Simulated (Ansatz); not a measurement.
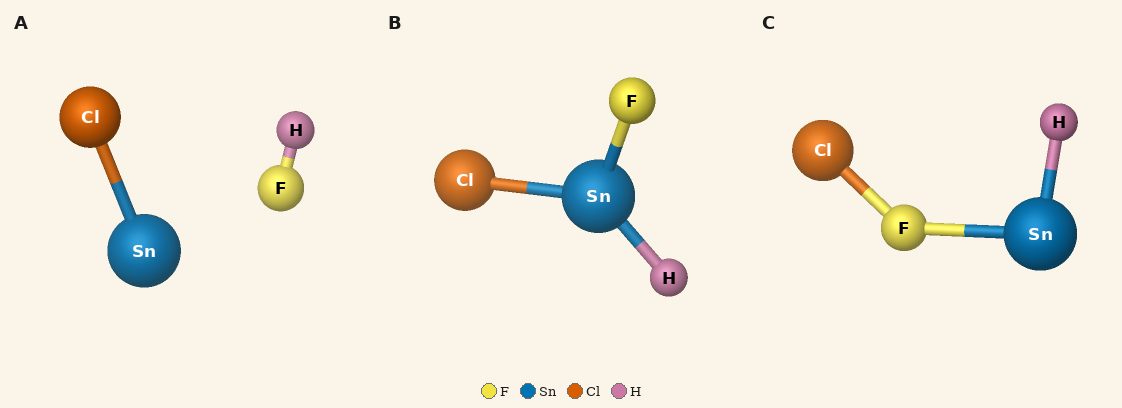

3 stationary structures of one formula. The species has charge +1 and is a spin singlet. Geometries: PBE-D4/def2-SVP. Electronic energies: PBE-D4/def2-SVP (Ansatz 0.2.0), without zero-point energy. No frequency run is at hand to confirm each as a minimum.

### Which is lowest in energy, and by how much?

A is lowest (Cs); B lies 198.0 kJ/mol above it (Cs), C lies 456.4 kJ/mol above it.
